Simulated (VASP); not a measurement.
# NaSrLiS2 with PBE: from relaxation to properties, part 2 of 7

What structure does NaSrLiS2 take at this level, and what are its properties? The cell is invented: it takes the structure of a Materials Project entry for NaLiCdS2 (space group 156 there), with some of its atoms replaced by other elements, volume scaled by an estimate. It may not be a known or stable phase. Left out of this account: 1 further run (vcrelax: its dispersion library returned no energy). The atoms of the start are displaced at random from the sites of a P3m1 cell.

VASP 6.6.1, plane waves and PAW; the level of theory is named at each step.

So far: The structure; Rough relaxation of the start cell.

## (2) Rough relaxation of the start cell (continued)

Level of this step: PBE; plane waves and PAW (Sr_sv, S, Na_pv, Li_sv); invented cell (VASP).

OUTCAR, selected parts (step 2):

```text
ion  position               nearest neighbor table
   1  0.000  0.999  0.381-   3 2.56   2 2.61   2 2.62   2 2.63   5 3.13   5 3.15   5 3.15   4 3.79
                             4 3.79   4 3.79
   2  0.665  0.330  0.244-   1 2.61   1 2.62   1 2.63
   3  0.003  0.001  0.739-   5 2.48   5 2.50   5 2.52   1 2.56
   4  0.333  0.666  0.974-   1 3.79   1 3.79   1 3.79
   5  0.663  0.329  0.659-   3 2.48   3 2.50   3 2.52   1 3.13   1 3.15   1 3.15

  LATTYP: Found a hexagonal cell.
 ALAT       =     4.2155560000
 C/A-ratio  =     1.6938875916

 Subroutine GETGRP returns: Found  1 space group operations
 (whereof  1 operations were pure point group operations)

The static configuration has the point symmetry C_1 .

 Found     38 irreducible k-points:

   k-points           NKPTS =     38   k-points in BZ     NKDIM =     38   number of bands    NBANDS=     22

   dimension x,y,z NGX =    28 NGY =   28 NGZ =   48
   dimension x,y,z NGXF=    56 NGYF=   56 NGZF=   96

   ENCUT  =  650.0 eV  47.77 Ry    6.91 a.u.   8.76  8.76 14.84*2*pi/ulx,y,z

   NELECT =      32.0000    total number of electrons

 k-points in reciprocal lattice and weights: Automatic mesh
   0.00000000  0.00000000  0.00000000       0.013
   0.20000000 -0.00000000  0.00000000       0.027
   0.00000000  0.20000000  0.00000000       0.027
  -0.20000000  0.20000000  0.00000000       0.027
   0.40000000  0.00000000  0.00000000       0.027
   0.00000000  0.40000000  0.00000000       0.027
  -0.40000000  0.40000000  0.00000000       0.027
   0.20000000  0.20000000  0.00000000       0.027
  -0.20000000  0.40000000  0.00000000       0.027
[...]
0.20000000  0.40000000  0.33333333       0.027
  -0.40000000 -0.40000000  0.33333333       0.027

 average (electrostatic) potential at core
       1 -38.7357       2 -88.4513       3 -88.1967       4 -47.3465       5 -62.9134

 E-fermi :   0.9820

 k-point     1 :       0.0000    0.0000    0.0000
  band No.  band energies     occupation
    ...
     12       0.0803      2.00000
     13       0.0816      2.00000
     14       0.5024      2.00000
     15       0.7028      2.00000
     16       0.7033      2.00000
     17       3.4181      0.00000
     18       5.7630      0.00000
     19       6.0340      0.00000
     20       6.0361      0.00000
     21       7.0545      0.00000
    ...

 k-point     2 :       0.2000   -0.0000    0.0000
  band No.  band energies     occupation
    ...
     12      -0.3487      2.00000
     13       0.0667      2.00000
     14       0.0890      2.00000
     15       0.5251      2.00000
     16       0.5434      2.00000
     17       4.2885      0.00000
     18       5.1910      0.00000
     19       5.8918      0.00000
     20       6.1590      0.00000
     21       6.8768      0.00000
    ...

 k-point     3 :       0.0000    0.2000    0.0000
  band No.  band energies     occupation
    ...
     12      -0.3501      2.00000
     13       0.0668      2.00000
     14       0.0901      2.00000
     15       0.5258      2.00000
     16       0.5436      2.00000
     17       4.2884      0.00000
     18       5.1900      0.00000
     19       5.8922      0.00000
     20       6.1606      0.00000
     21       6.8764      0.00000
    ...

  Total       -0.0236362     -0.0339918     -0.0114887      0.0026724      0.0008360     -0.0002295
  in kB       -0.3052198     -0.4389450     -0.1483567      0.0345088      0.0107960     -0.0029632
  external PRESSURE =      -0.2975072 kB  Pullay stress =       0.0000000 kB

  energy-cutoff  :      650.00
  volume of cell :      124.07
      direct lattice vectors                 reciprocal lattice vectors
     4.373507173 -0.000431563  0.000483388     0.228662479  0.132000006 -0.000050310
    -2.187127273  3.788741884  0.000191842     0.000026051  0.263954900 -0.000044987
     0.000910845  0.001276155  7.488153522    -0.000014762 -0.000015283  0.133544275

 POSITION                                       TOTAL-FORCE (eV/Angst)
 -----------------------------------------------------------------------------------
      2.18710      3.78054      2.67131        -0.000080     -0.000801      0.021397
      2.18751      1.25475      1.37503         0.000847      0.002908     -0.028201
      2.18886      3.78395      5.54505        -0.000575     -0.001136     -0.006692
      0.00207      2.52118      7.23060        -0.000183     -0.000782      0.013771
      2.18889      1.25806      5.62562        -0.000009     -0.000189     -0.000276
 -----------------------------------------------------------------------------------
    total drift:                               -0.000133     -0.000081      0.012286

  FREE ENERGIE OF THE ION-ELECTRON SYSTEM (eV)
  ---------------------------------------------------
  free  energy   TOTEN  =       -20.2281559239 eV

  energy  without entropy=      -20.2281559239  energy(sigma->0) =      -20.22815592

 reached required accuracy - stopping structural energy minimisation

 total charge
# of ion       s       p       d       tot
------------------------------------------
    1        2.022   5.780   0.240   8.041
    2        1.320   2.449   0.000   3.768
    3        1.312   2.427   0.000   3.739
    4        0.050   5.979   0.000   6.029
    5        2.017   0.045   0.000   2.061
--------------------------------------------------
tot          6.720  16.680   0.240  23.639

[... 3 further parts left out ...]
```

CONTCAR:

```
NaSrLiS2
   1.00000000000000
     4.3735071731271695   -0.0004315625265190    0.0004833877314242
    -2.1871272726324360    3.7887418835051729    0.0001918424984191
     0.0009108448214787    0.0012761545207128    7.4881535220583642
  Sr              S               Na              Li
     1     2     1     1
Direct
     0.9990045473621638    0.9978287566464930    0.3566484012918743
     0.6657597591303587    0.3311917436549762    0.1835757239710556
     0.9997129233983910    0.9985995875843252    0.7404188911305168
     0.3329049891613176    0.6651528110925083    0.9655665160053818
     0.6662987809477655    0.3318751010216940    0.7512184676011636
```

The gap is read on the k-mesh alone, so it is an upper bound where the band edges lie off the mesh. This relaxation is a rough one on cheap settings, only to bring the start near its minimum. After so large a change of volume the plane waves of the start cell no longer fit, so the final stress carries a basis-set error.

Relaxation path:

```tsv
step	energy less that of the first step (eV)	largest force (eV/Å)	pressure (GPa)	volume (Å³)
1	0.0000	1.7800	8.81	109.90
2	-0.5882	0.6779	-0.22	130.25
3	-0.5894	0.6747	0.06	129.33
4	-0.6218	0.5946	-0.17	130.06
5	-0.6519	0.6681	-0.70	132.21
6	-0.6706	0.6106	-0.62	131.88
7	-0.7159	0.4160	-0.48	130.88
8	-0.7625	0.4384	-0.10	128.91
9	-0.7663	0.5257	0.01	128.20
10	-0.7938	0.4583	-0.18	127.99
11	-0.8265	0.3605	-0.44	127.49
12	-0.8280	0.3793	-0.53	127.36
13	-0.8510	0.3339	-0.20	125.07
14	-0.8588	0.3286	0.14	123.23
15	-0.8591	0.3248	0.14	122.94
16	-0.8682	0.1720	0.06	123.30
17	-0.8714	0.1644	0.01	123.65
18	-0.8758	0.0432	0.01	123.87
19	-0.8764	0.0552	0.01	123.97
20	-0.8764	0.0559	0.01	123.98
21	-0.8769	0.0284	-0.03	124.07
```

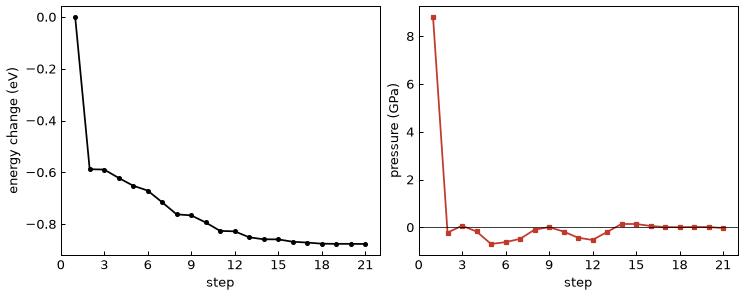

Energy and pressure along the relaxation.

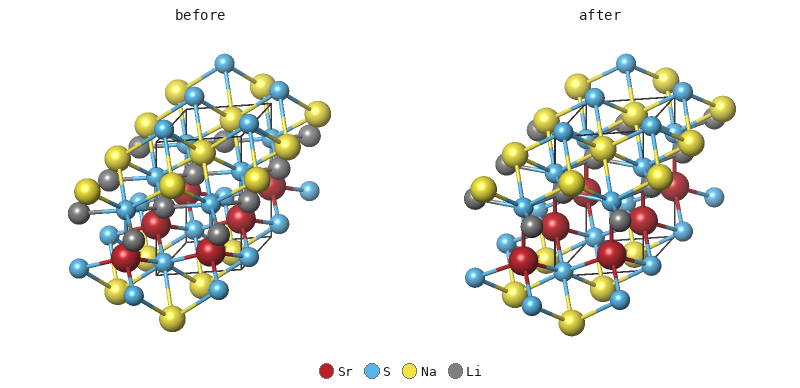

Before and after, at one scale.

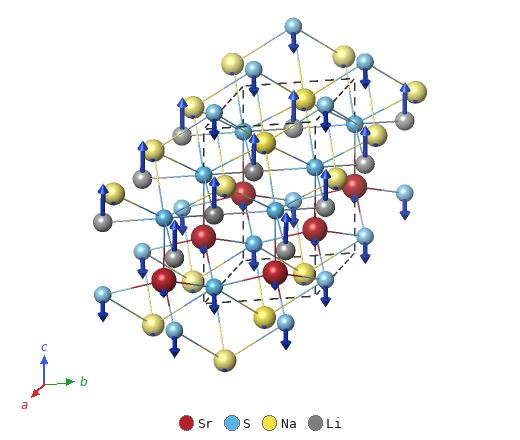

Displacements in the relaxation, exaggerated, measured against the changing cell; the longest in the cell stands for 0.69 Å. 2×1×1 cells are drawn. Some periodic images of atoms are drawn too.

```tsv
cell as run	before	after	change
a (Å)	4.216	4.374	+3.7 %
b (Å)	4.216	4.375	+3.8 %
c (Å)	7.141	7.488	+4.9 %
β (°)	90.00	89.99	-0.0 %
volume (Å³/atom)	21.98	24.81	+12.9 %
```

The atoms that moved most (Å, as changes of fractional coordinates times the final cell):

```tsv
atom	dx	dy	dz	length
Li5	0.007	0.011	0.687	0.687
S2	0.001	0.006	-0.456	0.456
Sr1	-0.004	-0.004	-0.181	0.181
Na4	0.003	-0.002	-0.063	0.063
S3	-0.007	-0.011	0.013	0.018
```

Final coordinates:

```xyz
5
Lattice="4.3735 -0.0004 0.0005 -2.1871 3.7887 0.0002 0.0009 0.0013 7.4882" Properties=species:S:1:pos:R:3 pbc="T T T"
Sr    0.0007   -0.0078    2.6706
S     2.1875    1.2547    1.3750
S     0.0025   -0.0044    5.5444
Na    0.0021    2.5212    7.2306
Li    2.1889    1.2581    5.6256
```

A gap read on the k-mesh alone can miss the band edges.

Numbers from this step:

* electrons: 32
* bands: 22
* irreducible k-points: 38
* symmetry operations: 1
* free energy (TOTEN): -20.23 eV
* Fermi energy: 0.982 eV
* pressure: -0.02975 GPa
* metallic: no
* valence top at k: 0, 0, 0.3333
* conduction bottom at k: 0, 0, 0
* least direct gap at k: 0, 0, 0
* SCF cycles over all ionic steps: 430
* gap on the k-mesh: 2.694 eV
* least direct gap on the k-mesh: 2.715 eV

It ends with a largest force of 0.028 eV/Å and a pressure of -0.03 GPa.

## (3) Relaxing cell and atoms (PBE)

Properties are meant for the cell that this level of theory prefers, so cell and atoms are relaxed first (ISIF = 3) until forces and stress are small; EDIFFG sets the threshold.

Input file INCAR:

```
SYSTEM = NaSrLiS2
PREC = Accurate
ENCUT = 650
EDIFF = 1E-06
NELM = 100
ISMEAR = 0
SIGMA = 0.05
LREAL = .FALSE.
ALGO = Normal
GGA = PE
NBANDS = 22
LORBIT = 11
LWAVE = .FALSE.
LCHARG = .FALSE.
KPAR = 2
IBRION = 2
NSW = 60
ISIF = 3
EDIFFG = -0.01
```

Input file POSCAR:

```
NaSrLiS2
1.0
    4.3741087900      0.0000000000      0.0000000000
   -2.1870544000      3.7880893300      0.0000000000
    0.0000000000      0.0000000000      7.4881536900
Sr S Na Li
1 2 1 1
Direct
    0.6666666670      0.3333333330      0.3566484010
    0.3333333330      0.6666666670      0.1835757240
    0.6666666670      0.3333333330      0.7404188910
    0.0000000000      0.0000000000      0.9655665160
    0.3333333330      0.6666666670      0.7512184680
```

Input file KPOINTS:

```
Automatic mesh
0
Gamma
6 6 3
0 0 0
```

The projector-augmented-wave data sets are Sr_sv, S, Na_pv and Li_sv (PBE family, release 64).

The cell reached was symmetrised within 0.01 Å before this step, which raises the operations from 1 to 6, which the run then keeps.

Started as:

```bash
$ mpirun -np 2 vasp_std
```

Output:

```text
[... set-up lines as in an earlier step ...]
 entering main loop
       N       E                     dE             d eps       ncg     rms          rms(c)
DAV:   1     0.262474913429E+03    0.26247E+03   -0.15253E+04   748   0.165E+03
DAV:   2     0.101943231223E+02   -0.25228E+03   -0.23512E+03   792   0.369E+02
DAV:   3    -0.195385309975E+02   -0.29733E+02   -0.29323E+02  1230   0.107E+02
DAV:   4    -0.214356402830E+02   -0.18971E+01   -0.18861E+01  1234   0.245E+01
DAV:   5    -0.216012801858E+02   -0.16564E+00   -0.16562E+00  1198   0.495E+00    0.170E+01
DAV:   6    -0.202969180197E+02    0.13044E+01   -0.26852E+00   962   0.682E+00    0.117E+01
DAV:   7    -0.202390227841E+02    0.57895E-01   -0.11349E+00  1096   0.468E+00    0.383E+00
DAV:   8    -0.202297999637E+02    0.92228E-02   -0.24972E-01   954   0.222E+00    0.709E-01
DAV:   9    -0.202288444711E+02    0.95549E-03   -0.15870E-02   952   0.625E-01    0.275E-01
DAV:  10    -0.202307543494E+02   -0.19099E-02   -0.21542E-03   868   0.245E-01    0.114E-01
DAV:  11    -0.202314539321E+02   -0.69958E-03   -0.67115E-04  1048   0.142E-01    0.687E-02
DAV:  12    -0.202316137464E+02   -0.15981E-03   -0.24208E-04   944   0.737E-02    0.226E-02
DAV:  13    -0.202316391655E+02   -0.25419E-04   -0.34296E-05  1030   0.280E-02    0.969E-03
DAV:  14    -0.202316440057E+02   -0.48402E-05   -0.59389E-06   784   0.110E-02    0.436E-03
DAV:  15    -0.202316458731E+02   -0.18674E-05   -0.16536E-06   768   0.672E-03    0.292E-03
DAV:  16    -0.202316461236E+02   -0.25050E-06   -0.31200E-07   632   0.348E-03
   1 F= -.20231646E+02 E0= -.20231646E+02  d E =-.202316E+02
 curvature:   0.00 expect dE= 0.000E+00 dE for cont linesearch  0.000E+00
 trial: gam= 0.00000 g(F)=  0.103E-03 g(S)=  0.414E-04 ort = 0.000E+00 (trialstep = 0.100E+01)
 search vector abs. value=  0.145E-03
 bond charge predicted
       N       E                     dE             d eps       ncg     rms          rms(c)
DAV:   1    -0.202319309397E+02   -0.28507E-03   -0.13055E-02   938   0.811E-01    0.109E-01
DAV:   2    -0.202317998637E+02    0.13108E-03   -0.59660E-04   934   0.174E-01    0.499E-02
DAV:   3    -0.202317656750E+02    0.34189E-04   -0.10267E-04  1136   0.625E-02    0.268E-02
DAV:   4    -0.202317648594E+02    0.81557E-06   -0.14580E-05  1432   0.196E-02    0.211E-02
DAV:   5    -0.202317668510E+02   -0.19915E-05   -0.15571E-06   878   0.646E-03    0.954E-03
DAV:   6    -0.202317682539E+02   -0.14029E-05   -0.18674E-06   964   0.641E-03    0.165E-03
DAV:   7    -0.202317683767E+02   -0.12284E-06   -0.21782E-07   506   0.257E-03
   2 F= -.20231768E+02 E0= -.20231768E+02  d E =-.122253E-03
[...]
3 F= -.20231875E+02 E0= -.20231875E+02  d E =-.229218E-03
[...]
4 F= -.20231968E+02 E0= -.20231968E+02  d E =-.924964E-04
[...]
5 F= -.20231995E+02 E0= -.20231995E+02  d E =-.120101E-03
 curvature:  -2.14 expect dE=-0.542E-04 dE for cont linesearch -0.175E-07
 trial: gam= 0.27369 g(F)=  0.191E-04 g(S)=  0.631E-05 ort = 0.112E-05 (trialstep = 0.160E+01)
 search vector abs. value=  0.374E-04
 bond charge predicted
       N       E                     dE             d eps       ncg     rms          rms(c)
DAV:   1    -0.202320480885E+02   -0.52058E-04   -0.11947E-02   772   0.751E-01    0.572E-02
DAV:   2    -0.202320381898E+02    0.98987E-05   -0.31381E-04   976   0.124E-01    0.275E-02
DAV:   3    -0.202320263559E+02    0.11834E-04   -0.27530E-05  1078   0.376E-02    0.124E-02
DAV:   4    -0.202320257128E+02    0.64313E-06   -0.40308E-06  1090   0.121E-02
   6 F= -.20232026E+02 E0= -.20232026E+02  d E =-.302701E-04
 trial-energy change:   -0.000030  1 .order   -0.000027   -0.000041   -0.000013
 step:   2.3724(harm=  2.3724)  dis= 0.00172  next Energy=   -20.232026 (dE=-0.305E-04)
 reached required accuracy - stopping structural energy minimisation
```

It took 51 s on 2 MPI ranks of Intel Xeon 6975P-C (Granite Rapids), shared host; peak memory 0.65 GiB; 1.7 min of CPU time.

OUTCAR, selected parts (step 3):

```text
  LATTYP: Found a hexagonal cell.
 ALAT       =     4.3741087900
 C/A-ratio  =     1.7119267146

 Subroutine GETGRP returns: Found  6 space group operations
 (whereof  6 operations were pure point group operations)

The static configuration has the point symmetry C_3v.

 Found     17 irreducible k-points:

   k-points           NKPTS =     17   k-points in BZ     NKDIM =     17   number of bands    NBANDS=     22

   dimension x,y,z NGX =    36 NGY =   36 NGZ =   64
   dimension x,y,z NGXF=    72 NGYF=   72 NGZF=  128

   ENCUT  =  650.0 eV  47.77 Ry    6.91 a.u.   9.09  9.09 15.57*2*pi/ulx,y,z

   NELECT =      32.0000    total number of electrons

 E-fermi :   1.0142

 k-point     1 :       0.0000    0.0000    0.0000
  band No.  band energies     occupation
    ...
     12       0.1039      2.00000
     13       0.1039      2.00000
     14       0.5164      2.00000
     15       0.7274      2.00000
     16       0.7274      2.00000
     17       3.4298      0.00000
     18       5.7785      0.00000
     19       6.0439      0.00000
     20       6.0439      0.00000
     21       7.0673      0.00000
    ...

 k-point     2 :       0.1667    0.0000    0.0000
  band No.  band energies     occupation
    ...
     12      -0.2295      2.00000
     13       0.1084      2.00000
     14       0.2318      2.00000
     15       0.5566      2.00000
     16       0.5957      2.00000
     17       4.1045      0.00000
     18       5.3465      0.00000
     19       5.9265      0.00000
     20       6.1192      0.00000
     21       6.8584      0.00000
    ...

  Total        0.0082222      0.0082222      0.0118264     -0.0000000     -0.0000000      0.0000000
  in kB        0.1064849      0.1064849      0.1531625     -0.0000000     -0.0000000      0.0000000
  external PRESSURE =       0.1220441 kB  Pullay stress =       0.0000000 kB

  energy-cutoff  :      650.00
  volume of cell :      123.71
      direct lattice vectors                 reciprocal lattice vectors
     4.366098326  0.000000000 -0.000000000     0.229037444  0.132234830  0.000000000
    -2.183049168  3.781152064  0.000000000    -0.000000000  0.264469660  0.000000000
    -0.000000000 -0.000000000  7.493663760     0.000000000 -0.000000000  0.133446073

 POSITION                                       TOTAL-FORCE (eV/Angst)
 -----------------------------------------------------------------------------------
      2.18305      1.26038      2.67626         0.000000      0.000000     -0.003211
     -0.00000      2.52077      1.36505        -0.000000     -0.000000      0.002538
      2.18305      1.26038      5.54578         0.000000      0.000000     -0.008403
     -0.00000     -0.00000      7.24302        -0.000000     -0.000000      0.003711
     -0.00000      2.52077      5.63161        -0.000000     -0.000000      0.005365
 -----------------------------------------------------------------------------------
    total drift:                               -0.000001      0.000001     -0.001270

  FREE ENERGIE OF THE ION-ELECTRON SYSTEM (eV)
  ---------------------------------------------------
  free  energy   TOTEN  =       -20.2320257128 eV

  energy  without entropy=      -20.2320257128  energy(sigma->0) =      -20.23202571

 total charge
# of ion       s       p       d       tot
------------------------------------------
    1        2.022   5.781   0.239   8.042
    2        1.319   2.449   0.000   3.768
    3        1.312   2.428   0.000   3.740
    4        0.050   5.979   0.000   6.030
    5        2.017   0.045   0.000   2.062
--------------------------------------------------
tot          6.721  16.681   0.239  23.641

[... 1 part as in an earlier step ...]

[... 7 further parts left out ...]
```

CONTCAR:

```
NaSrLiS2
   1.00000000000000
     4.3660983257175934    0.0000000000105723   -0.0000000000000000
    -2.1830491678404842    3.7811520644358478    0.0000000000000000
    -0.0000000000000000   -0.0000000000000000    7.4936637595816267
  Sr              S               Na              Li
     1     2     1     1
Direct
     0.6666666670000012    0.3333333329999988    0.3571367486318947
     0.3333333329999988    0.6666666670000012    0.1821602463614260
     0.6666666670000012    0.3333333329999988    0.7400622896033661
     0.0000000000000000    0.0000000000000000    0.9665531349416473
     0.3333333329999988    0.6666666670000012    0.7515155804616649
```

The run keeps the 6 symmetry operations of its start, so it cannot find a distortion of lower symmetry.

The steps of the relaxation:

```tsv
step	energy less that of the first step (eV)	largest force (eV/Å)	pressure (GPa)	volume (Å³)
1	0.0000	0.0332	-0.05	124.08
2	-0.0001	0.0287	-0.02	123.94
3	-0.0002	0.0190	0.05	123.65
4	-0.0003	0.0111	0.01	123.71
5	-0.0003	0.0135	-0.02	123.76
6	-0.0004	0.0084	0.01	123.71
```

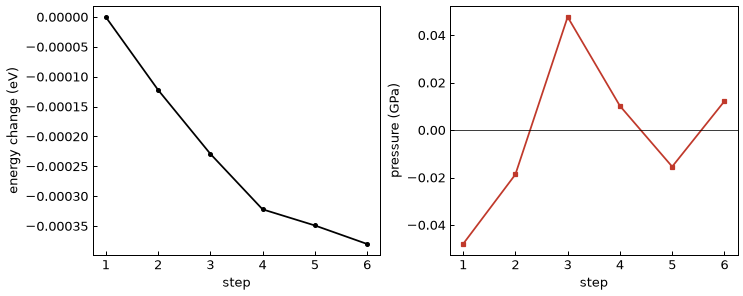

Energy and pressure along the relaxation.

```tsv
conventional cell, symmetrised	before	after	change
a (Å)	4.374	4.366	-0.2 %
b (Å)	4.374	4.366	-0.2 %
c (Å)	7.488	7.494	+0.1 %
volume (Å³/atom)	24.82	24.74	-0.3 %
```

The atoms that moved most (Å, as changes of fractional coordinates times the final cell):

```tsv
atom	dx	dy	dz	length
S2	0.000	0.000	-0.011	0.011
Na4	0.000	0.000	0.007	0.007
```

The relaxed structure:

```
Sr S Na Li
1.0
     4.36610    0.00000    0.00000
    -2.18305    3.78115    0.00000
     0.00000    0.00000    7.49366
Sr S Na Li
1 2 1 1
Direct
  0.66667 0.33333 0.35714
  0.33333 0.66667 0.18216
  0.66667 0.33333 0.74006
  0.00000 0.00000 0.96655
  0.33333 0.66667 0.75152
```

Numbers from this step:

```yaml
irreducible_k_points: 17
symmetry_operations: 6
fermi_energy: 1.014 eV
pressure: 0.01220 GPa
scf_cycles_over_all_ionic_steps: 44
gap_on_the_k_mesh: 2.681 eV
least_direct_gap_on_the_k_mesh: 2.702 eV
```

It ends with a largest force of 0.008 eV/Å and a pressure of 0.01 GPa.

[end of part 2 of 7]

[Lines on the potential files, build, host, timing and source positions are cut from VASP's logs without a mark.]

[Logs are printed without paths, hosts, clocks, repeated set-up lines and the standing remarks that a program may print on its own settings, such as how far it seeks lower states.]

[Hosts, paths, dates, database ids (printed as entryN), source tags and the programs' standing remarks are cut or masked in the printed files.]

[A measured line is paired with the nearest computed mode of its activity, which favours agreement.]
